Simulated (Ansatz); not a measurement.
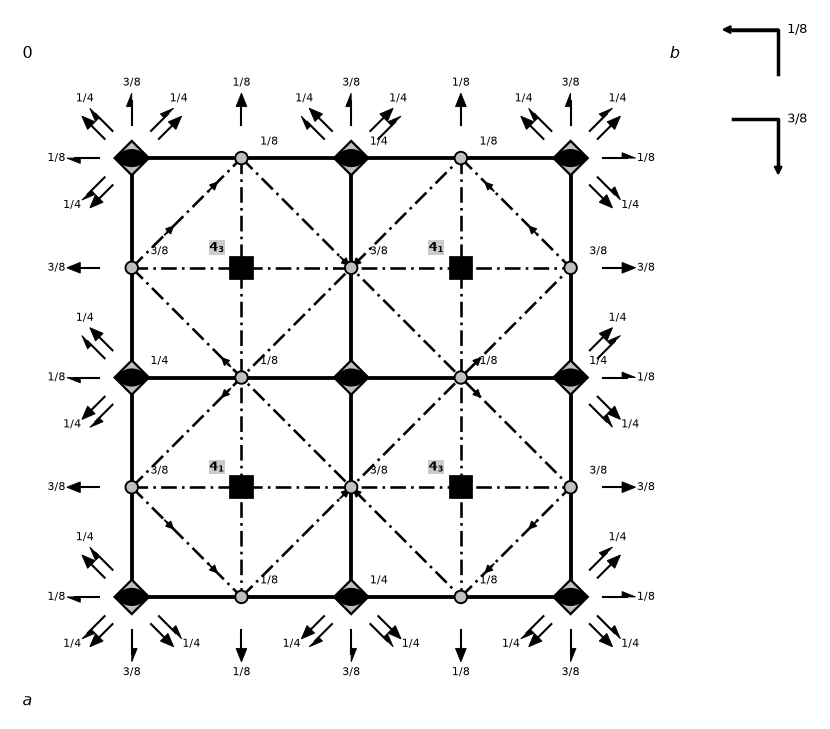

Symmetry elements of a space group, projected down c, computed from the operations of a computed or model structure of composition Sn.

Symbols follow the International Tables: origin at the upper left, the third axis towards the viewer; heavy, dashed, dotted, dash-dotted and dash-dot-dot lines are mirror, in-plane glide, out-of-plane glide, diagonal (n; with arrows d) and double (e) glide planes seen edge on; arrows at the rim are 2 (full head) and 2₁ (half head) axes in the plane; the corner sign is a plane parallel to the page; fractions are heights. Handed screw axes carry their printed symbol instead of tails.

Q: Identify the space group.

A: I4_1/amd (No. 141, origin choice 1); body-centred tetragonal, point group 4/mmm, 32 general positions a cell.

Q: List the elements shown.

A: −4 axes along c at (0, 0; inversion point at height 0), (0, 1/2; inversion point at height 1/4), (1/2, 0; inversion point at height 1/4), (1/2, 1/2; inversion point at height 0); 4₃ axes along c at (1/4, 1/4), (3/4, 3/4); 4₁ axes along c at (1/4, 3/4), (3/4, 1/4); inversion centres at (0, 1/4; c height 1/8), (0, 3/4; c height 1/8), (1/4, 0; c height 3/8), (1/4, 1/2; c height 3/8), (1/2, 1/4; c height 1/8), (1/2, 3/4; c height 1/8), (3/4, 0; c height 3/8), (3/4, 1/2; c height 3/8); d glide planes holding c and [1 1 0] or [−1 1 0]; mirror planes normal to a, at x = 0, 1/2; n glide planes normal to a, at x = 1/4, 3/4; mirror planes normal to b, at y = 0, 1/2; n glide planes normal to b, at y = 1/4, 3/4; a b glide plane normal to c at height 1/8; an a glide plane normal to c at height 3/8; 2 axes along [1 1 0] at heights 0, 1/4; 2 axes along [−1 1 0] at heights 0, 1/4; 2 axes along a at height 1/8; 2 axes along b at height 3/8; 2₁ axes along [1 1 0] at heights 0, 1/4; 2₁ axes along [−1 1 0] at heights 0, 1/4; 2₁ axes along a at height 3/8; 2₁ axes along b at height 1/8. Heights repeat every half period; positions are (a, b) fractions, modulo 1.
